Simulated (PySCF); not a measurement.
| atom | x (Å) | y (Å) | z (Å) |
| --- | --- | --- | --- |
| C | 1.4766 | 0.0168 | 0.1094 |
| C | 0.2740 | -0.3419 | -0.3054 |
| C | -0.9835 | 0.3531 | -0.3086 |
| O | -1.8998 | 0.2587 | 0.5343 |
| H | 2.3222 | -0.6412 | 0.0048 |
| H | 1.6607 | 0.9720 | 0.5741 |
| H | 0.1306 | -1.3203 | -0.7803 |
| H | -1.2364 | 0.9833 | -1.1727 |
| H | -1.7444 | -0.2807 | 1.3444 |

Geometry: GFN2-xTB; a saddle point, not a minimum.

Level of theory: PBE0/pcSseg-2, SCF density, gas phase, non-relativistic (PySCF 2.14.0).

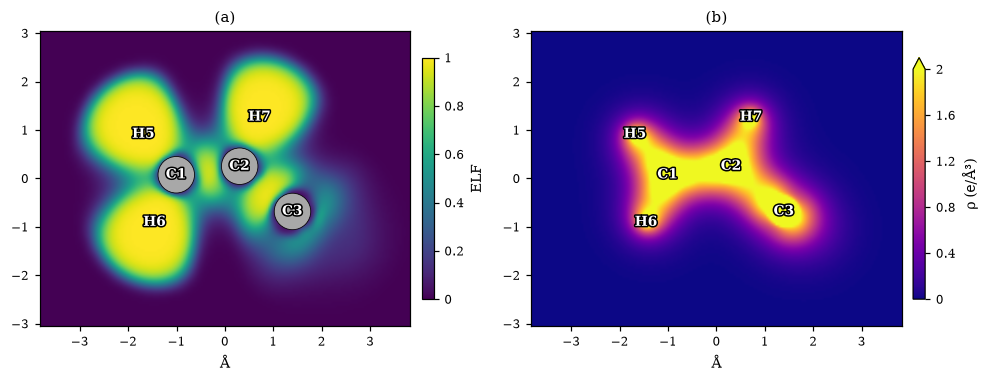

C₃H₅O (SMILES C=C[CH+]O) (charge +1). (a) electron localisation function; (b) electron density on the plane of atoms C2, C1 and H5. Grey discs cover the atomic cores in the ELF map.

### What do the fields say about this system?

The section cuts through C and H sites. C–C (1.32 Å): ρ at the midpoint is about 2.4 e/Å³; the ELF peaks at about 0.90 between the atoms: a short, multiple covalent bond. C–C (1.44 Å): ρ at the midpoint is about 2 e/Å³; the ELF peaks at about 0.95 between the atoms: localised, covalent bonding. C–H (1.08 Å): ρ is about 2.1 e/Å³ halfway; the ELF climbs to about 1 towards the hydrogen, as it does in any bond to H: a covalent bond by its length.
